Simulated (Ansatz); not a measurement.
The relaxed structure here is a generated cell of Ni: the first start was made by placing the elements on the sites of a structure type, and the end was not matched to a known phase here, so it may be hypothetical. Known forms of Ni include space group No. 225.

One stationary structure of Ni. Space group R-3m (No. 166). Level of theory: r2SCAN (plane waves to 500 eV, PAW, scalar-relativistic; Ansatz, a first-principles code).

```cif
data_Ni2
_chemical_formula_sum 'Ni2'
_space_group_name_H-M_alt 'P 1'
_space_group_IT_number 1
_cell_length_a 4.53208
_cell_length_b 4.53208
_cell_length_c 4.53208
_cell_angle_alpha 31.059
_cell_angle_beta 31.059
_cell_angle_gamma 31.059
loop_
_space_group_symop_operation_xyz
  'x, y, z'
loop_
_atom_site_label
_atom_site_type_symbol
_atom_site_fract_x
_atom_site_fract_y
_atom_site_fract_z
_atom_site_occupancy
Ni1 Ni 0.08906 0.08906 0.08906 1
Ni2 Ni 0.91094 0.91094 0.91094 1
```

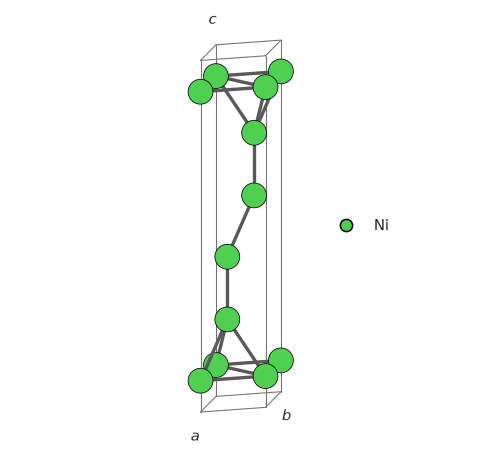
Fig. 1. The conventional cell of the relaxed structure

```json
{
  "volume_per_atom": "10.99 Å³",
  "density": "8.87 g/cm³",
  "band_gap": "zero (metallic)",
  "magnetic_moment": "net 0.72 μB/atom, ferromagnetic",
  "shortest_distances": "Ni–Ni 2.30 Å",
  "k-mesh": "21×21×21"
}
```

Spin state reached: ferromagnetic (net 0.72 μB/atom), from parallel starting moments; other spin orders were not run from this start. r2SCAN tends to overstate moments in metals.

The run could not lose the symmetry of its start: the end is stationary, and may be a saddle point rather than a minimum.
